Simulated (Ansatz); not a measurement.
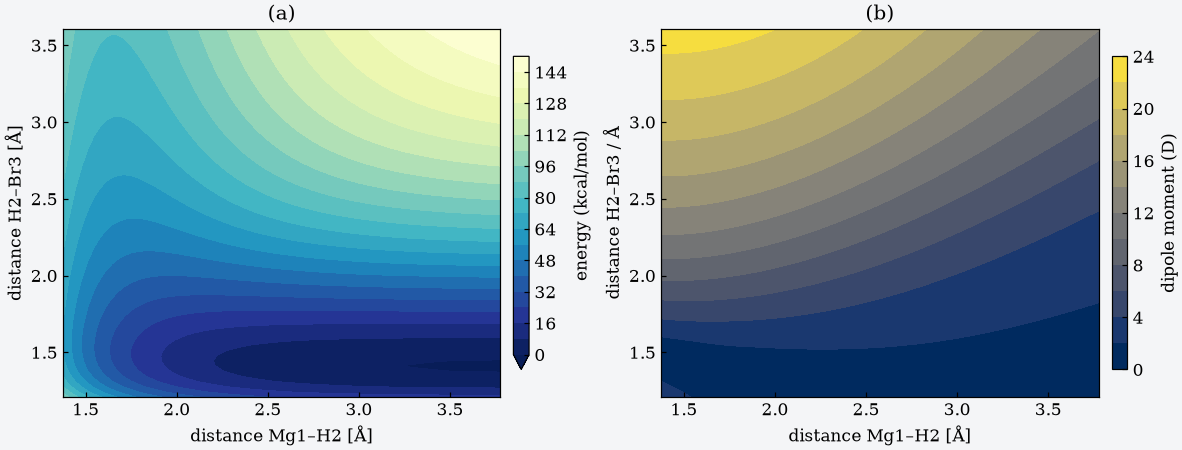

The system Mg + HBr. 
- Coordinates scanned: (1) distance Mg1–H2; (2) distance H2–Br3.
- Nothing is relaxed (the angle Mg1–H2–Br3 is fixed at 180 degrees).
- The scan uses a 17 × 17 grid.
- Points are written as (first, second).
- Energies: kcal/mol, counted from the lowest grid point.
- The reference is spin-restricted, so regions where a bond is pulled apart into radicals lie too high.
- Method: RHF/def2-TZVPD in Ansatz.

Panel (a) is the energy and panel (b) the computed dipole moment on the same grid.

In the figure: filled contours. Between grid points the surface is interpolated.

Q: How does the dipole moment vary over the map, and what is it at the lowest grid point?

A: Leaving out the highest fifth of the energies, it runs from 0.0 D at (2.047 Å, 1.208 Å) to 23.0 D at (1.441 Å, 3.608 Å). At the lowest grid point, (3.776 Å, 1.369 Å), it is 1.3 D. That point lies on the edge of the scan.
